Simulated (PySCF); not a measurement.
# C6H8OS2Si: what the fields show

The calculation's input:

```
{"job": {"kind": "nmr", "xc": "PBE0", "basis": "pcSseg-1"}, "charge": 0, "multiplicity": 1}
C     -3.667357    -0.855661    -0.348154
C     -2.532249     0.148126    -0.321796
S     -0.933936    -0.719334    -0.073038
Si     0.392851     0.951327    -0.084101
C      2.084163     0.189396     0.166206
C      2.607242    -1.058626     0.336243
C      4.001879    -0.543447     0.437416
O      5.090964    -0.998548     0.596037
C      3.396982     0.842793     0.245456
S      3.900146     2.368131     0.158663
H     -3.524391    -1.566739    -1.157677
H     -3.706255    -1.406836     0.587836
H     -4.614399    -0.340516    -0.493826
H     -2.651246     0.855465     0.498064
H     -2.466233     0.692661    -1.263019
H      0.348546     1.634555    -1.374353
H      0.092776     1.853238     1.024838
H      2.171757    -2.039667     0.380237
```

Launched as:

```sh
OMP_NUM_THREADS=1 python probes_run.py task.json out
```

Geometry: GFN2-xTB.

The calculation used PBE0/pcSseg-1, SCF density, gas phase, non-relativistic (PySCF).

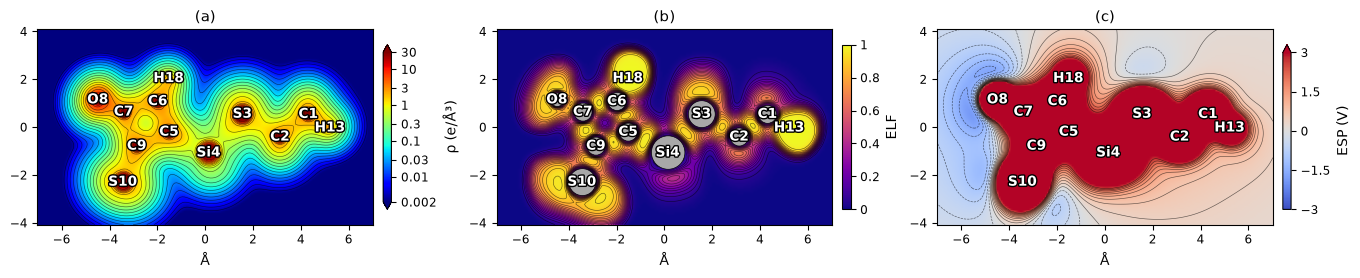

Figure 1. (a) electron density; (b) electron localisation function; (c) molecular electrostatic potential on the plane of atoms C6, C7 and O8. Grey discs cover the atomic cores in the ELF map.

Q: What do the fields say about this system?

A:
- Atoms in the plane: C, S, Si, O and H.
- C–O (1.19 Å): ρ at the midpoint is about 3.4 e/Å³; the ELF peaks at about 0.85 between the atoms: a multiple bond.
- C–C (1.36 Å): the density is about 2.2 e/Å³ at the midpoint; the ELF peaks at about 0.90 between the atoms; a covalent bond.
- C–S (1.61 Å): ρ is about 1.6 e/Å³ halfway; the ELF peaks at about 0.90 between the atoms (localised, covalent bonding).
- C–Si (1.87 Å): ρ at the midpoint is about 0.94 e/Å³; the ELF peaks at about 1 between the atoms, as expected for a covalent bond.
- Si–S (2.13 Å): ρ at the midpoint is about 0.86 e/Å³; the ELF peaks at about 0.95 between the atoms: a shared electron pair.
- The ELF also peaks beside S10, O8 and S3, away from the bonds: lone-pair regions.
- Outside the dense part of the molecule the potential is most negative (−1.9 V) near O8.

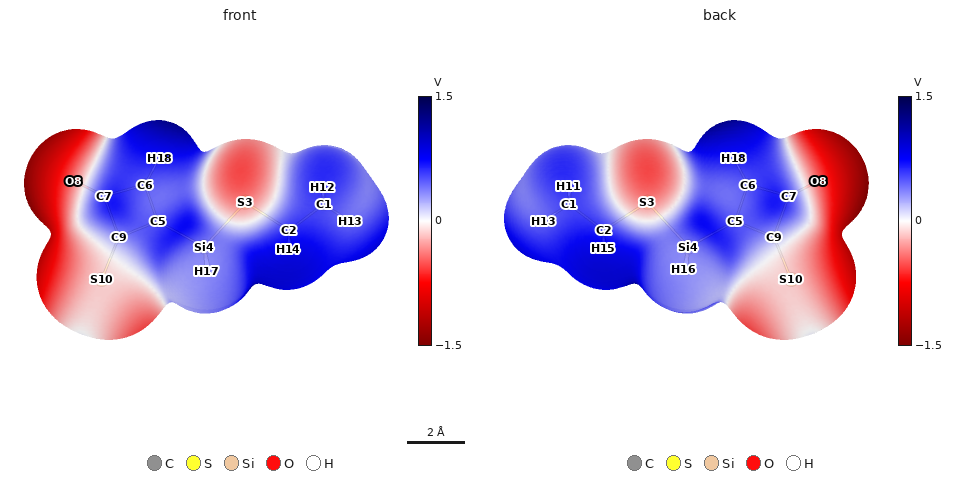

Figure 2. The electrostatic potential painted on the density surface at 0.001 e/bohr³, seen from the front and from behind; the colour scale runs from red (negative) to blue (positive).

Q: Which sites attract a positive test charge, and which a negative one?

A: A positive charge is drawn to the negative regions and a negative charge to the positive ones. The most negative region (about −1.4 V, or −32 kcal/mol for a unit charge) lies over O8, the most positive (about +1.2 V, or +28 kcal/mol for a unit charge) over Si4 and H18. O8 is the likeliest acceptor of a hydrogen bond.
